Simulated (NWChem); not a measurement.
# C2H4O2 (SMILES O=CCO) at B3LYP/cc-pVDZ

Aim: the electronic atomisation energy of C2H4O2 at B3LYP/cc-pVDZ, from 4 runs. 

The results are computed with NWChem 7.3.0.

## Step 1: The system as given

C2H4O2: 8 atoms, total charge 0, spin state singlet. SMILES: `O=CCO`. The shape is that of a PBE0-D4/def2-TZVP optimisation. This is one conformer, not always the lowest.

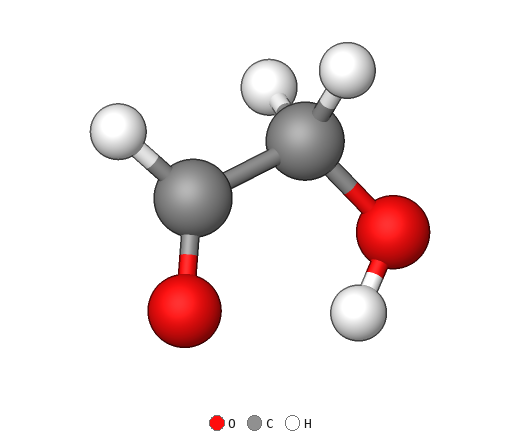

Viewed from a chosen angle; oxygen red, carbon grey, hydrogen white.

## Step 2: A single-point energy at B3LYP/cc-pVDZ (run 1)

File c2h4o2.nw:

```
start c2h4o2
memory total 2200 mb

geometry units atomic noautosym nocenter noautoz
O   -1.28010048  -0.34941036  -2.98179885
C    0.35148906   0.55180003  -1.68110036
C    0.46241598   0.07785672   1.10492287
O   -1.48891521  -1.46869514   1.92279633
H    1.84739626   1.77426386  -2.48650163
H    2.32587491  -0.75041024   1.52708768
H    0.42556632   1.92827654   2.05904559
H   -2.46968307  -1.87177373   0.43010167
end

basis spherical bse
* library cc-pVDZ
end

dft
xc b3lyp
grid lebedev 150 18
convergence energy 1e-08
iterations 100
mulliken
noprint "final vectors analysis"
end

task dft energy
```

Started as:

```sh
$ nwchem c2h4o2.nw > c2h4o2.out
```

Standard output:

```text
[...]
          Wavefunction type:  closed shell.
          No. of atoms     :     8
          No. of electrons :    32
[...]
          Charge           :     0
          Spin multiplicity:     1
[...]
          AO basis - number of functions:    76
[...]
              XC Information
              --------------
                         B3LYP Method XC Potential
                     Hartree-Fock (Exact) Exchange  0.200
                        Slater Exchange Functional  0.800 local
                    Becke 1988 Exchange Functional  0.720 non-local
              Lee-Yang-Parr Correlation Functional  0.810
                  VWN I RPA Correlation Functional  0.190 local
[...]
 d= 0,ls=0.0,diis     1   -228.9300168303 -3.49D+02  2.29D-02  1.06D+00     7.8
[...]
 d= 0,ls=0.0,diis    10   -229.0543439294 -3.63D-09  4.81D-07  1.78D-09    67.9
         Total DFT energy =     -229.054343929442
      One electron energy =     -550.411478909910
           Coulomb energy =      230.636281038803
    Exchange-Corr. energy =      -29.557037049980
 Nuclear repulsion energy =      120.277890991646
[...]
      Total Density - Mulliken Population Analysis
     ---------------------------------------------
    Atom       Charge   Shell Charges
 -----------   ------   -------------------------------------------------------
    1 O    8     8.20   2.01  0.86  0.88  2.82  1.61  0.02
    2 C    6     5.89   2.01  0.71  0.41  1.99  0.61  0.15
    3 C    6     5.85   2.01  0.68  0.29  2.10  0.66  0.11
    4 O    8     8.25   2.01  0.84  0.84  2.88  1.67  0.01
    5 H    1     1.01   0.76  0.22  0.03
    6 H    1     0.97   0.76  0.19  0.03
    7 H    1     0.97   0.76  0.19  0.03
    8 H    1     0.86   0.68  0.10  0.08
[...]
```

Wall time 69 s (1 thread of Intel Xeon Platinum 8259CL at 2.50GHz (Skylake/Cascade Lake), shared host); peak memory 0.15 GiB.

## Step 3: The C atom at the same level (run 2)

File c.nw:

```
START c
memory total 2200 mb

GEOMETRY units angstrom noautosym nocenter noautoz
  C        0.000000       0.000000       0.000000
END

BASIS "ao basis" spherical bse
  * library cc-pVDZ
END

DFT
  xc b3lyp
  mult 3
  grid lebedev 150 18
  convergence energy 1e-08
  iterations 100
  mulliken
  print low
END

TASK dft
```

Run the same way, it converges to -37.85197 Eh (log not shown).

## Step 4: The H atom (run 3)

File struct.nw:

```
start struct
title "H energy"
memory 2200 mb

geometry units angstrom noautosym nocenter noautoz
  H        0.000000       0.000000       0.000000
end

basis spherical bse
  * library cc-pVDZ
end

dft
  xc b3lyp
  mult 2
  grid lebedev 150 18
  convergence energy 1e-08
  maxiter 100
  mulliken
  noprint "final vectors analysis"
end

task dft energy
```

Run the same way, it converges to -0.50126 Eh (log not shown).

## Step 5: The O atom (run 4)

File input.nw:

```
start input
title "O"
memory total 2200 mb

geometry noautosym nocenter noautoz
O        0.000000       0.000000       0.000000
end

basis spherical bse
* library cc-pVDZ
end

dft
xc b3lyp
mult 3
grid lebedev 150 18
convergence energy 1e-08
maxiter 100
mulliken
print low
end

task dft energy
```

Run the same way, it converges to -75.06850 Eh (log not shown).

## Step 6: Overview of the runs

```
run           level  partner  energy (Eh)  wall time
  1   B3LYP/cc-pVDZ     base  -229.054344       69 s
  2  UB3LYP/cc-pVDZ    atoms   -37.851975      1.5 s
  3  UB3LYP/cc-pVDZ    atoms    -0.501258     0.95 s
  4  UB3LYP/cc-pVDZ    atoms   -75.068497      1.8 s
```

## Step 7: Summary of results

At B3LYP/cc-pVDZ:

```
                     quantity         value
         O atom: total energy  -75.06850 Eh
                 O atom: ⟨S²⟩         2.002
electronic atomisation energy     32.881 eV
```

In words: Taking the molecule apart into free atoms costs 32.88 eV (758 kcal/mol), before zero-point energy and without spin-orbit coupling. All runs together took 73 s, the longest 69 s.
